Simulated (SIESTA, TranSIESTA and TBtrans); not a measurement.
System: Ru chain with one Rh atom in place of Ru. Leads: straight Ru chain, spacing 2.25 Å. Geometry: 3 atoms about the centre moved by SIESTA (PBE, DZP) to a largest force of 0.03 eV/Å, all others as built, motion along the axis alone. Transport runs along z; the first 6 and the last 6 of the 21 atoms are the lead cells, repeated to infinity.

```xyz
21
Lattice="9.000 0.000 0.000 0.000 9.000 0.000 0.000 0.000 47.300" Properties=species:S:1:pos:R:3 pbc="F F T"
Ru     4.500     4.500     0.000
Ru     4.500     4.500     2.250
Ru     4.500     4.500     4.500
Ru     4.500     4.500     6.750
Ru     4.500     4.500     9.000
Ru     4.500     4.500    11.250
Ru     4.500     4.500    13.500
Ru     4.500     4.500    15.750
Ru     4.500     4.500    18.000
Ru     4.500     4.500    20.217
Rh     4.500     4.500    22.526
Ru     4.500     4.500    24.833
Ru     4.500     4.500    27.050
Ru     4.500     4.500    29.300
Ru     4.500     4.500    31.550
Ru     4.500     4.500    33.800
Ru     4.500     4.500    36.050
Ru     4.500     4.500    38.300
Ru     4.500     4.500    40.550
Ru     4.500     4.500    42.800
Ru     4.500     4.500    45.050
```
Starting moments (μB): atom 7 +1.5, atom 8 +1.5, atom 9 +1.5, atom 10 +1.5, atom 11 +1.5, atom 12 +1.5, atom 13 +1.5, atom 14 +1.5, atom 15 +1.5; lead atoms +1.5 (left) and +1.5 (right).

Method: TranSIESTA and TBtrans, PBE, DZP numerical orbitals (energy shift 0.15 eV), PseudoDojo norm-conserving scalar-relativistic potentials, mesh cutoff 200 Ry, 300 K, spin-polarised (collinear), no spin-orbit coupling; self-consistent non-equilibrium Green functions.

Energies count from the leads' Fermi level. Transmissions are for each spin. The energy step is 0.01 eV; narrower resonances are cut or missed.

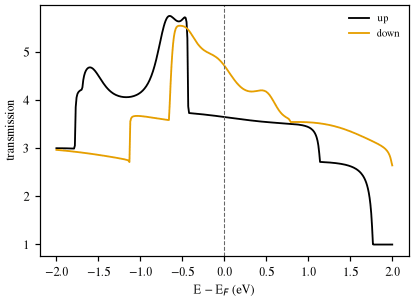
Figure. Transmission against energy

| E (eV) | T up | T down | lead channels up | down |
|---|---|---|---|---|
| -2.00 | 3.00 | 2.96 | 3 | 3 |
| -1.80 | 2.99 | 2.93 | 3 | 3 |
| -1.60 | 4.68 | 2.88 | 6 | 3 |
| -1.40 | 4.26 | 2.83 | 6 | 3 |
| -1.20 | 4.06 | 2.77 | 6 | 3 |
| -1.00 | 4.15 | 3.67 | 6 | 4 |
| -0.80 | 4.92 | 3.62 | 6 | 4 |
| -0.60 | 5.69 | 5.32 | 6 | band edge |
| -0.40 | 3.73 | 5.39 | 4 | 6 |
| -0.20 | 3.69 | 4.99 | 4 | 6 |
| 0.00 | 3.65 | 4.71 | 4 | 6 |
| 0.20 | 3.60 | 4.26 | 4 | 6 |
| 0.40 | 3.56 | 4.19 | 4 | 6 |
| 0.60 | 3.53 | 3.93 | 4 | 6 |
| 0.80 | 3.50 | 3.54 | 4 | 4 |
| 1.00 | 3.44 | 3.54 | 4 | 4 |
| 1.20 | 2.71 | 3.50 | 3 | 4 |
| 1.40 | 2.67 | 3.41 | 3 | 4 |
| 1.60 | 2.53 | 3.28 | 3 | 4 |
| 1.80 | 1.00 | 3.11 | 1 | 4 |
| 2.00 | 1.00 | 2.64 | 1 | 3 |

The magnetic order of the leads was set by the start, and no other order was tried; the separate lead runs end at 1.33 (left) and 1.33 (right) μB an atom. The straight chain is held at its spacing; free chains may zigzag or dimerise.
